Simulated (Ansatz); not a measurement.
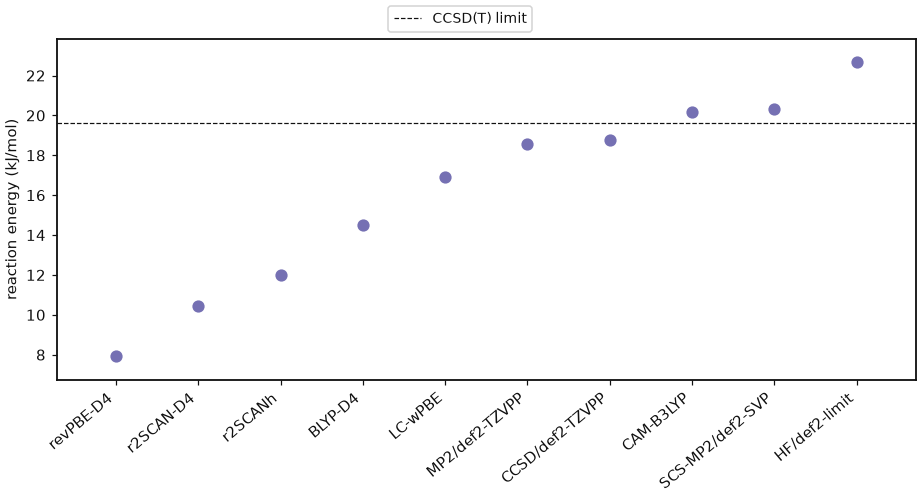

Electronic reaction energy of GaBH₃OF ([BH2][Ga]([OH])[F]) + Si₂H₆O (O[SiH2][SiH3]) → BSi₂H₇O (B[SiH](O)[SiH3]) + GaH₂OF ([OH][GaH][F]) (SMILES in brackets) at several levels (functionals in def2-TZVPP unless a basis is named), isolated molecules at PBE0-D4 triple-zeta geometries, minima by their frequencies, no zero-point or thermal terms, the Ansatz code 0.2.0. The line is frozen-core CCSD(T) at the basis limit (MP2 extrapolated from triple and quadruple zeta, plus CCSD(T) less MP2 in a smaller set). No dispersion term is added to r2SCANh, LC-wPBE and CAM-B3LYP. The distance of MP2/def2-TZVPP, CCSD/def2-TZVPP and SCS-MP2/def2-SVP to the limit includes basis error.

Which level comes closest to the line (CCSD(T) limit), and which misses most?

Answer. Closest CAM-B3LYP (20.2 kJ/mol), against 19.6 kJ/mol; farthest revPBE-D4 (7.9 kJ/mol).

Give the values.

Answer.
```
           level  kJ/mol  less CCSD(T) limit
       revPBE-D4     7.9               −11.7
       r2SCAN-D4    10.4                −9.2
         r2SCANh    12.0                −7.6
         BLYP-D4    14.5                −5.1
         LC-wPBE    16.9                −2.7
  MP2/def2-TZVPP    18.6                −1.1
 CCSD/def2-TZVPP    18.8                −0.8
       CAM-B3LYP    20.2                 0.6
SCS-MP2/def2-SVP    20.3                 0.7
   HF/def2-limit    22.7                 3.1
   CCSD(T) limit    19.6                 0.0
```

Caveats: no scalar relativity up to krypton; outer-core shells are correlated without core-valence functions, which makes the correlated values less sure.
